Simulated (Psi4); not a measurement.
# C2H3B (BH2(CCH)) at wB97X-D/cc-pVTZ (sweep point 6)

Aim: the vertical ionisation energy of C2H3B (BH2(CCH)) at wB97X-D/cc-pVTZ (sweep point 6), from 2 runs. 

Program for the calculation: Psi4 1.11.

4 further runs of the same task are left out: 4 set aside as unsound or not needed.

## Step 1: Starting point

The species is C2H3B (6 atoms), meant as a singlet with charge 0. SMILES: `[H]B([H])C#C`. Geometry: relaxed at GFN2-xTB.

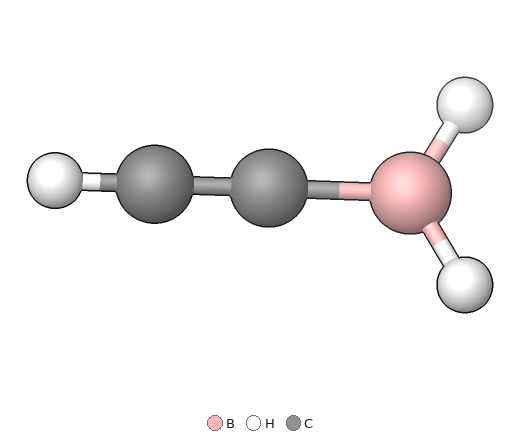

Viewed from a chosen angle; boron pink, hydrogen white, carbon grey.

## Step 2: The energy at wB97X-D/cc-pVTZ (sweep point 6)

File calc.in:

```
memory 1600 mb

molecule {
  0 1
  B      0.568000     0.981560     0.005360
  H      1.733690     0.971960     0.100340
  H     -0.021130     1.988210    -0.085920
  C     -0.181700    -0.313780    -0.000530
  C     -0.784880    -1.359230    -0.006870
  H     -1.313990    -2.268710    -0.012390
  symmetry c1
}

set {
  reference            rks
  puream               true
  scf_type             pk
  dft_radial_points    99
  dft_spherical_points 590
}

energy('wb97x-d/cc-pVTZ')
```

Command:

```console
$ psi4 calc.in calc.out -n 1
```

calc.out:

```text
[...]
  Running in c1 symmetry.
[...]
  Nuclear repulsion =   47.010411207859988
[...]
  Multiplicity = 1
[...]
  Nalpha       = 10
  Nbeta        = 10
[...]
    Number of basis functions: 132
[...]
   @RKS iter   1:  -102.66260069338379   -9.31461e-01   3.60387e-03 ADIIS/DIIS
[...]
   @RKS iter   7:  -102.77372317305290   -7.30856e-07   7.70730e-07 DIIS
[...]
    Orbital Energies [Eh]
    ---------------------
    Doubly Occupied:
       1A    -10.306701     2A    -10.284709     3A     -6.872617
       4A     -0.862386     5A     -0.680323     6A     -0.613983
       7A     -0.489423     8A     -0.467125     9A     -0.394872
      10A     -0.365275
[...]
  @RKS Final Energy:  -102.77372317305290
   => Energetics <=
    Nuclear Repulsion Energy =             47.0104112078599883
    One-Electron Energy =                -229.5298888961239072
    Two-Electron Energy =                  90.6033034554620684
    DFT Exchange-Correlation Energy =     -10.8567031466008945
    Empirical Dispersion Energy =          -0.0008457936501509
    VV10 Nonlocal Energy =                  0.0000000000000000
    Total Energy =                       -102.7737231730529004
[...]
 Multipole Moments:
 ------------------------------------------------------------------------------------
     Multipole            Electronic (a.u.)      Nuclear  (a.u.)        Total (a.u.)
 ------------------------------------------------------------------------------------
 L = 1.  Multiply by 2.5417464519 to convert [e a0] to [Debye]
 Dipole X            :         -0.2500620            0.0735954           -0.1764666
 Dipole Y            :         -0.4342344            0.1311336           -0.3031008
 Dipole Z            :         -0.0000164           -0.0018526           -0.0018690
 Magnitude           :                                                    0.3507336
[...]
```

It took 39 s on 1 thread of Intel Xeon Platinum 8488C (Sapphire Rapids), shared host; peak memory 1.2 GiB.

## Step 3: The doublet cation

File c2h3b.dat:

```
memory 1600 MB

molecule molecule1 {
  1 2
  B      0.568000     0.981560     0.005360
  H      1.733690     0.971960     0.100340
  H     -0.021130     1.988210    -0.085920
  C     -0.181700    -0.313780    -0.000530
  C     -0.784880    -1.359230    -0.006870
  H     -1.313990    -2.268710    -0.012390
  symmetry c1
}

set {
  reference uks
  puream true
  scf_type pk
  dft_radial_points 99
  dft_spherical_points 590
  maxiter 150
}

energy('wb97x-d/cc-pVTZ')
```

Command:

```console
$ psi4 -n 1 c2h3b.dat c2h3b.out
```

c2h3b.out:

```text
[...]
  Running in c1 symmetry.
[...]
  Nuclear repulsion =   47.010411207859988
[...]
  Multiplicity = 2
[...]
  Nalpha       = 10
  Nbeta        = 9
[...]
    Number of basis functions: 132
[...]
   @UKS iter   1:  -102.31683787612424   -5.85699e-01   2.64367e-03 DIIS/ADIIS
[...]
   @UKS iter  10:  -102.38629741573570   -2.57410e-08   2.62670e-07 DIIS
[...]
   @S^2 Observed:                7.559851254E-01
[...]
    Orbital Energies [Eh]
    ---------------------
    Alpha Occupied:
       1A    -10.643507     2A    -10.613780     3A     -7.130907
       4A     -1.198932     5A     -0.961034     6A     -0.898058
       7A     -0.749348     8A     -0.748323     9A     -0.698179
      10A     -0.670087
    Alpha Virtual:
      11A     -0.265616    12A     -0.192700    13A     -0.098107
      14A     -0.052331    15A     -0.032932    16A      0.017931
      17A      0.027948    18A      0.044251    19A      0.080519
      20A      0.088306    21A      0.093655    22A      0.118100
      23A      0.171835    24A      0.210684    25A      0.214528
[...]
  @UKS Final Energy:  -102.38629741573570
   => Energetics <=
    Nuclear Repulsion Energy =             47.0104112078599883
    One-Electron Energy =                -223.7160441566894065
    Two-Electron Energy =                  85.0130792723067685
    DFT Exchange-Correlation Energy =     -10.6928979455628905
    Empirical Dispersion Energy =          -0.0008457936501509
    VV10 Nonlocal Energy =                  0.0000000000000000
    Total Energy =                       -102.3862974157356973
[...]
 Multipole Moments:
 ------------------------------------------------------------------------------------
     Multipole            Electronic (a.u.)      Nuclear  (a.u.)        Total (a.u.)
 ------------------------------------------------------------------------------------
 L = 1.  Multiply by 2.5417464519 to convert [e a0] to [Debye]
 Dipole X            :         -0.3043228            0.0735954           -0.2307274
 Dipole Y            :         -0.5291402            0.1311336           -0.3980066
 Dipole Z            :         -0.0007180           -0.0018526           -0.0025706
 Magnitude           :                                                    0.4600555
[...]
```

It took 62 s on 1 thread of Intel Xeon Platinum 8488C (Sapphire Rapids), shared host; peak memory 1.2 GiB.

## Step 4: Outcome

Level: wB97X-D/cc-pVTZ (sweep point 6).

| quantity | value |
| --- | --- |
| singlet C2H3B: total energy | -102.77372 Eh |
| singlet C2H3B: dipole moment | 0.89 D |
| singlet C2H3B: HOMO energy | -9.94 eV |
| singlet C2H3B: LUMO energy | -0.47 eV |
| singlet C2H3B: HOMO–LUMO gap | 9.47 eV |
| singlet C2H3B: dispersion energy | -2.22 kJ/mol |
| doublet cation: total energy | -102.38630 Eh |
| doublet cation: HOMO energy (highest over α and β) | -18.23 eV |
| doublet cation: LUMO energy (lowest over α and β) | -11.13 eV |
| doublet cation: dispersion energy | -2.22 kJ/mol |
| doublet cation: ⟨S²⟩ | 0.756 |
| vertical ionisation energy (to the doublet cation) | 10.542 eV |

What this shows: Removing an electron at fixed nuclei costs 10.54 eV (243 kcal/mol). The negative HOMO energy of the first species, 9.94 eV, lies 0.60 eV below that difference.
